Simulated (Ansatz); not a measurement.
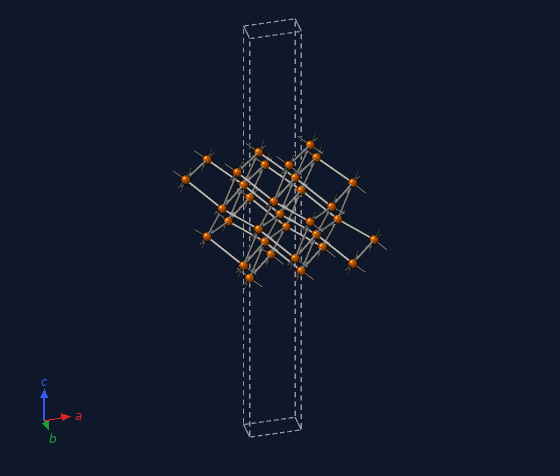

A cut-out of a periodic net derived from a crystal structure. Nodes are coloured by topological kind. Short stubs are edges that leave the cut-out.

Q: Classify the net: periodicity, connectivity, name.

A: A uninodal 6-connected, three-periodic net. It is the pcu net, known from NaCl, ReO3 and the B-X framework of perovskite.

Q: Give point symbol and coordination sequence.

A: 4¹²·6³, sequence 6, 18, 38, 66, 102.

Origin of the net. System Sn2As3 (space group R-3m, No. 166); source of the atomic positions: the geometry relaxed with DFT PBE, scalar-relativistic, plane waves, PAW (Ansatz); the starting structure was generated, so it need not be a known form of this composition. Bonds are taken as As–As below 3 Å and As–Sn below 3.4 Å; no other contact counts. Simplification: prune 0- and 1-connected atoms, fold 2-connected ones into links. Sn and As are 6-connected nodes.
